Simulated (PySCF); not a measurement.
# [LuCl2]+: from a template to the relaxed complex

Aim: find the relaxed shape of [LuCl2]+, test it by its vibrations, and read charges and levels. It is a constructed species; whether it can be made isn't addressed.

Computed with PySCF 2.14.0. Level: PBE0, Lu lcecp-1-SVP with ECP60, Cl def2-SVP; scalar-relativistic core potentials, no spin–orbit coupling.

1 further run of the same task is left out (for a known fault of the program).

## Step 1: The system as given

3 atoms, charge 1, spin multiplicity 1.

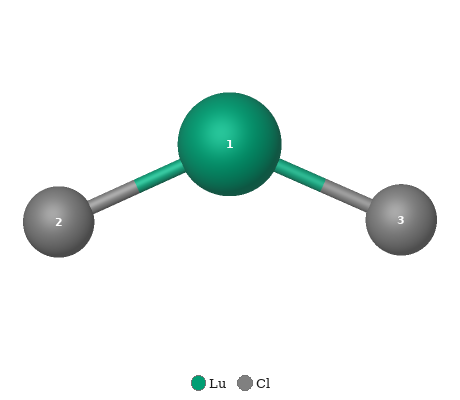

The starting geometry (lutetium teal, chlorine grey); atoms are numbered from 1 in the order of the file.

Coordinates:

```xyz
3

Lu    0.00000    0.00000    0.00000
Cl    2.33010    0.00000    1.04280
Cl   -2.33010    0.00000    1.04280
```

Formal oxidation states: Lu +3. Each metal's 14 4f electrons lie in its core potential, so multiplicities, spins and levels count the valence alone.

## Step 2: SCF at the start, singlet

The input, run.py (the lines that set the calculation):

```python
mol = gto.M(atom='''
Lu     0.00000     0.00000     0.00000
Cl     2.33010     0.00000     1.04280
Cl    -2.33010     0.00000     1.04280''',
    basis={'Lu': 'lcecp-1-SVP', 'Cl': 'def2-SVP'},
    ecp={'Lu': 'lcecp-1-SVP'},
    charge=1, spin=0)
mf = dft.RKS(mol, xc='PBE0')
mf.grids.atom_grid = (50, 194)  # f atoms: unpruned, at least (60, 302)
mf = mf.density_fit()  # fitting sets: Lu AutoAux, Cl def2-universal-JKFIT
mf.conv_tol = 1e-08; mf.max_cycle = 55
mf.kernel(dm0)  # dm0: free metal ions and neutral atoms
```

On the command line:

```bash
> OMP_NUM_THREADS=2 python run.py
```

What it wrote:

```text
init E= -960.187618923094
  HOMO = -0.56174967742139  LUMO = -0.340414870469832  gap/eV = 6.02283
cycle= 1 E= -959.577766237248  delta_E= 0.61  |g|= 0.424  |ddm|= 2.17
  HOMO = -0.440407292660133  LUMO = -0.391805765663031  gap/eV = 1.32251
cycle= 2 E= -959.098903208128  delta_E= 0.479  |g|= 1.32  |ddm|= 2.26
  HOMO = -0.488874029671606  LUMO = -0.331177870978784  gap/eV = 4.29113
cycle= 3 E= -959.652257535492  delta_E= -0.553  |g|= 0.0798  |ddm|=  1.6
  HOMO = -0.503885808011757  LUMO = -0.339825034421391  gap/eV = 4.46432
cycle= 4 E= -959.653467810184  delta_E= -0.00121  |g|= 0.0329  |ddm|= 0.105
  HOMO = -0.504230641188286  LUMO = -0.335885825772074  gap/eV = 4.58090
cycle= 5 E= -959.653857846739  delta_E= -0.00039  |g|= 0.00328  |ddm|= 0.0454
  HOMO = -0.504181173479698  LUMO = -0.335089502423948  gap/eV = 4.60122
cycle= 6 E= -959.65386203703  delta_E= -4.19e-06  |g|= 0.000543  |ddm|= 0.00631
  HOMO = -0.504251724789059  LUMO = -0.335112023583058  gap/eV = 4.60253
cycle= 7 E= -959.653862149713  delta_E= -1.13e-07  |g|= 0.000138  |ddm|= 0.00111
  HOMO = -0.504251157979729  LUMO = -0.335115283607223  gap/eV = 4.60242
cycle= 8 E= -959.653862157825  delta_E= -8.11e-09  |g|= 4.71e-05  |ddm|= 0.000265
  HOMO = -0.504242113005357  LUMO = -0.335124316439991  gap/eV = 4.60193
Extra cycle  E= -959.653862157178  delta_E= 6.48e-10  |g|= 7.18e-05  |ddm|= 0.000169
converged SCF energy = -959.653862157178
```

Wall time 1.7 s (2 threads of Arm Neoverse V2, shared host); peak memory 0.33 GiB.

Read off: E = -959.653862 Eh, HOMO -13.72 eV, LUMO -9.12 eV, Mulliken charge on Lu1 +1.40 e. 

## Step 3: Relaxation, singlet

Steps are kept in the start's point group, C2v.

The input, run.py (the lines that set the calculation):

```python
mol = gto.M(atom='''
Lu     0.00000     0.00000    -0.29783
Cl     2.33010     0.00000     0.74497
Cl    -2.33010     0.00000     0.74497''',
    basis={'Lu': 'lcecp-1-SVP', 'Cl': 'def2-SVP'},
    ecp={'Lu': 'lcecp-1-SVP'},
    charge=1, spin=0)
mf = dft.RKS(mol, xc='PBE0')
mf.grids.atom_grid = (50, 194)  # f atoms: unpruned, at least (60, 302)
mf = mf.density_fit()  # fitting sets: Lu AutoAux, Cl def2-universal-JKFIT
mf.conv_tol = 1e-08; mf.max_cycle = 55
mf.kernel(dm0)  # dm0: an SCF of this state at this start
# quasi-Newton relaxation in Cartesian coordinates to a largest gradient under 0.00045 Eh/bohr, steps kept in the point group
```

On the command line:

```bash
> OMP_NUM_THREADS=2 python run.py
```

The driver keeps no SCF log for this step, only its results.

It took 12 s on 2 threads of Arm Neoverse V2, shared host.

The steps of the relaxation:

| step | energy from step 1 (eV) | largest force component (eV/Å) |
| --- | --- | --- |
| 1 | 0.0000 | 2.3872 |
| 2 | -0.5067 | 1.2481 |
| 3 | -0.6236 | 0.8427 |
| 4 | -0.6629 | 0.1947 |
| 5 | -0.6863 | 0.2847 |
| 6 | -0.7002 | 0.2891 |
| 7 | -0.7060 | 0.0694 |
| 8 | -0.7063 | 0.0034 |

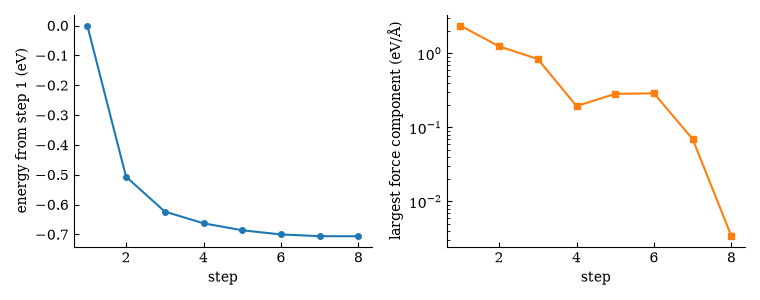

Energy and force, step by step.

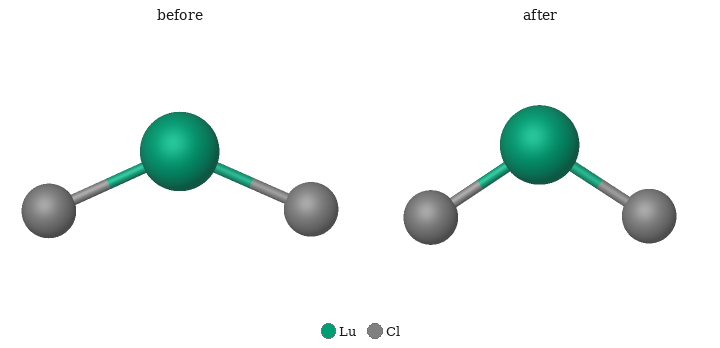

The geometry before (left) and after (right).

Close pairs (by a distance rule), those that changed most:

```csv
bond,before (Å),after (Å),change (Å)
Lu1–Cl2,2.553,2.324,-0.229
Lu1–Cl3,2.553,2.324,-0.229
```

It ends in C2v at E = -959.679820 Eh.

| atom | x (Å) | y (Å) | z (Å) |
| --- | --- | --- | --- |
| Lu1 | 0.0000 | 0.0000 | -0.4547 |
| Cl2 | 1.9407 | 0.0000 | 0.8234 |
| Cl3 | -1.9407 | 0.0000 | 0.8234 |

## Step 4: The relaxed geometry turned into its symmetry frame

The input, run.py (the lines that set the calculation):

```python
mol = gto.M(atom='''
Lu     0.00000     0.00000    -0.36505
Cl     1.94071     0.00000     0.91314
Cl    -1.94071     0.00000     0.91314''',
    basis={'Lu': 'lcecp-1-SVP', 'Cl': 'def2-SVP'},
    ecp={'Lu': 'lcecp-1-SVP'},
    charge=1, spin=0)
mf = dft.RKS(mol, xc='PBE0')
mf.grids.atom_grid = (50, 194)  # f atoms: unpruned, at least (60, 302)
mf = mf.density_fit()  # fitting sets: Lu AutoAux, Cl def2-universal-JKFIT
mf.conv_tol = 1e-08; mf.max_cycle = 55
mf.kernel(dm0)  # dm0: free metal ions and neutral atoms
```

On the command line:

```bash
> OMP_NUM_THREADS=2 python run.py
```

What it wrote:

```text
init E= -960.338523774798
  HOMO = -0.582897552306719  LUMO = -0.335452810477264  gap/eV = 6.73331
cycle= 1 E= -959.623237212435  delta_E= 0.715  |g|= 0.401  |ddm|= 2.31
  HOMO = -0.453474405182875  LUMO = -0.348156344888093  gap/eV = 2.86585
cycle= 2 E= -959.518127383654  delta_E= 0.105  |g|= 0.717  |ddm|= 1.46
  HOMO = -0.508378327721573  LUMO = -0.303454257110474  gap/eV = 5.57627
cycle= 3 E= -959.677366334671  delta_E= -0.159  |g|= 0.0895  |ddm|= 0.999
  HOMO = -0.514611835033255  LUMO = -0.314009539320171  gap/eV = 5.45867
cycle= 4 E= -959.679677327582  delta_E= -0.00231  |g|= 0.021  |ddm|= 0.129
  HOMO = -0.515376614271144  LUMO = -0.31222904092694  gap/eV = 5.52793
cycle= 5 E= -959.679818074878  delta_E= -0.000141  |g|= 0.00231  |ddm|= 0.027
  HOMO = -0.515300466982707  LUMO = -0.311850457691786  gap/eV = 5.53616
cycle= 6 E= -959.679819777548  delta_E= -1.7e-06  |g|= 0.000302  |ddm|= 0.00346
  HOMO = -0.515298733378137  LUMO = -0.311818800522797  gap/eV = 5.53697
cycle= 7 E= -959.679819813679  delta_E= -3.61e-08  |g|= 8.83e-05  |ddm|= 0.000653
  HOMO = -0.515301804066669  LUMO = -0.311830438491921  gap/eV = 5.53674
cycle= 8 E= -959.679819816787  delta_E= -3.11e-09  |g|= 1.75e-05  |ddm|= 0.000143
  HOMO = -0.515298445965998  LUMO = -0.31183348150465  gap/eV = 5.53656
Extra cycle  E= -959.679819816762  delta_E= 2.52e-11  |g|= 2.36e-05  |ddm|= 5.39e-05
converged SCF energy = -959.679819816762
```

It took 0.6 s on 2 threads of Arm Neoverse V2, shared host.

It gives: E = -959.679820 Eh, HOMO -14.02 eV, LUMO -8.49 eV, Mulliken charge on Lu1 +1.24 e. 

## Step 5: Frequencies and infrared intensities

run.py (the lines that set the calculation): that of step 4 with these lines changed.

```diff
@@ -10,3 +10,4 @@
 mf = mf.density_fit()  # fitting sets: Lu AutoAux, Cl def2-universal-JKFIT
-mf.conv_tol = 1e-08; mf.max_cycle = 55
-mf.kernel(dm0)  # dm0: free metal ions and neutral atoms
+mf.conv_tol = 1e-10; mf.max_cycle = 55
+mf.kernel(dm0)  # dm0: the density of the relaxed state
+# Hessian and dipole derivatives by central differences of gradients, 0.02 bohr
```

On the command line:

```bash
> OMP_NUM_THREADS=2 python run.py
```

The driver keeps no SCF log for this step, only its results.

Run time: 12 s. Hardware: 2 threads of Arm Neoverse V2, shared host.

Point group C2v; negative numbers are unstable modes, and those under 60 cm⁻¹ are near the numerical noise:

```
cm⁻¹  km/mol  symmetry
  83     5.3        a1
 402    17.3        a1
 407    85.3        b2
```

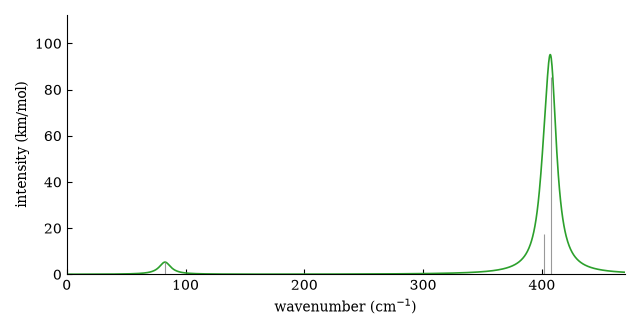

The infrared spectrum from the harmonic lines. Lines are broadened to a width of 12 cm⁻¹ (Lorentzian).

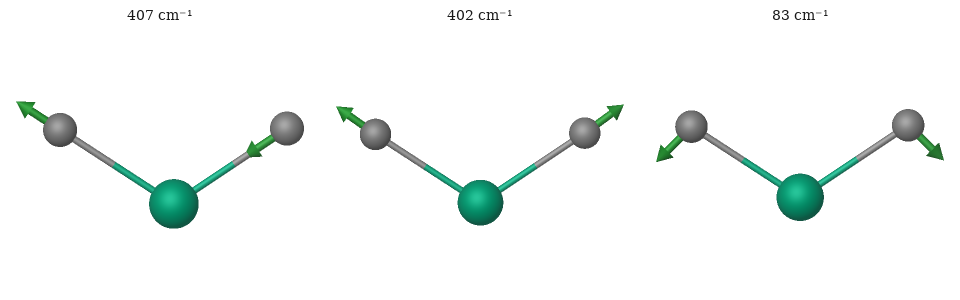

How the atoms move in 3 of the modes.

## Step 6: Properties on a finer grid

The input, run.py (the lines that set the calculation):

```python
mol = gto.M(atom='''
Lu     0.00000     0.00000    -0.45475
Cl     1.94071     0.00000     0.82344
Cl    -1.94071     0.00000     0.82344''',
    basis={'Lu': 'lcecp-1-SVP', 'Cl': 'def2-SVP'},
    ecp={'Lu': 'lcecp-1-SVP'},
    charge=1, spin=0)
mf = dft.RKS(mol, xc='PBE0')
mf.grids.atom_grid = (75, 302)  # f atoms: unpruned, at least (60, 302)
mf = mf.density_fit()  # fitting sets: Lu AutoAux, Cl def2-universal-JKFIT
mf.conv_tol = 1e-09; mf.max_cycle = 55
mf.kernel(dm0)  # dm0: the density of the relaxed state
```

On the command line:

```bash
> OMP_NUM_THREADS=2 python run.py
```

What it wrote:

```text
init E= -959.67981066989
  HOMO = -0.515301467174976  LUMO = -0.311832457614432  gap/eV = 5.53667
cycle= 1 E= -959.679810670295  delta_E= -4.05e-10  |g|= 1.36e-05  |ddm|= 8.37e-05
  HOMO = -0.515298452378351  LUMO = -0.311829130894228  gap/eV = 5.53668
Extra cycle  E= -959.679810670319  delta_E= -2.34e-11  |g|= 8.33e-06  |ddm|= 2.84e-05
converged SCF energy = -959.679810670319
```

It took 4 s on 2 threads of Arm Neoverse V2, shared host.

It gives: E = -959.679811 Eh, HOMO -14.02 eV, LUMO -8.49 eV, Mulliken charge on Lu1 +1.24 e, largest force component 0.001 eV/Å. 

Löwdin charges:

| atom | value (e) |
| --- | --- |
| Lu1 | 0.62 |
| Cl2 | 0.19 |
| Cl3 | 0.19 |

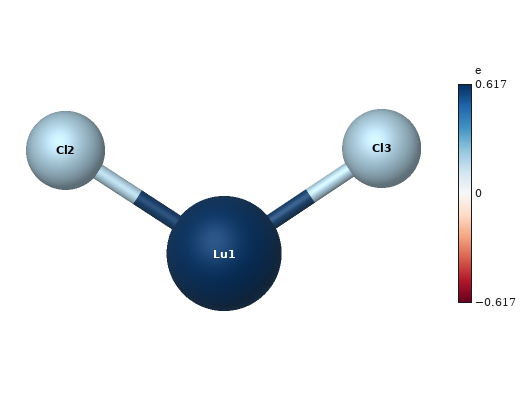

Löwdin charges, as colours on the atoms.

Mulliken charges: Lu1 +1.24, Cl2 -0.12, Cl3 -0.12 e.

Contacts (the nearest donor of each ligand) and Mayer bond orders:

| contact | distance (Å) | bond order |
| --- | --- | --- |
| Lu1–Cl2 (Cl) | 2.324 | 1.46 |
| Lu1–Cl3 (Cl) | 2.324 | 1.46 |

Mulliken populations of Lu1 outside the core potential: s 2.30, p 6.25, d 1.16, f 0.04.

The fields below are evaluated on a grid from the run's orbitals.

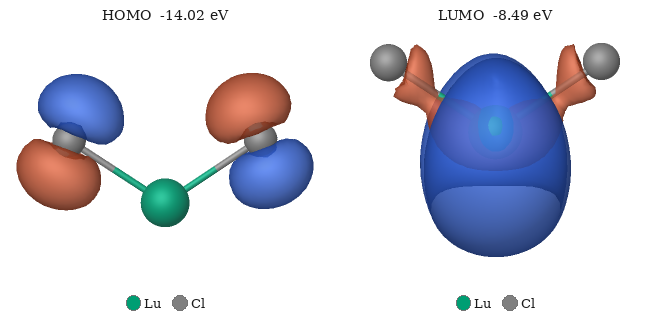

PBE0 orbitals near the gap, drawn at the value that encloses 70 % of each; the two colours are the two signs.

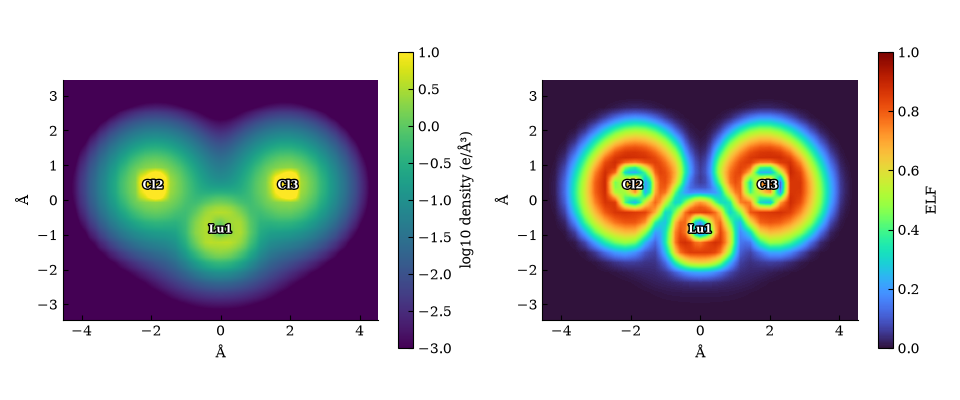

Density (left) and ELF (right) in a plane through or near 3 of the atoms.

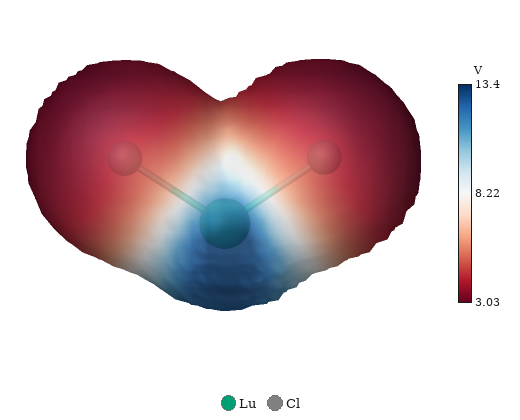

The potential that a unit positive charge feels on the 0.002 e/bohr³ surface, from 3.03 V near Cl2 to 13.41 V near Lu1.

## Step 7: What came out

```
                                              quantity                           value
                                 state and point group     singlet in the valence, C2v
                                                 modes   83 to 407 cm⁻¹, none unstable
strongest infrared band (modes within 1.5 cm⁻¹ summed)            407 cm⁻¹ (85 km/mol)
                                     zero-point energy                        0.055 eV
                               ideal gas, 298 K, 1 bar  S = 309.9, Cp = 53.7 J/(mol K)
                                 metal–ligand contacts                          2.32 Å
                                       frontier levels   HOMO -14.02 eV, LUMO -8.49 eV
                       dipole about the centre of mass                          6.00 D
                                   mean polarisability                          6.4 Å³
```

What this shows: All modes are real, so the structure is a minimum. The metal carries +0.62 e by Löwdin's partition against a formal +3, and bond orders to the nearest donors reach 1.46. Both measures hang on the basis. One start shape was tried, so another isomer may lie lower. The bases are small and lack diffuse functions. Spin–orbit coupling is left out.
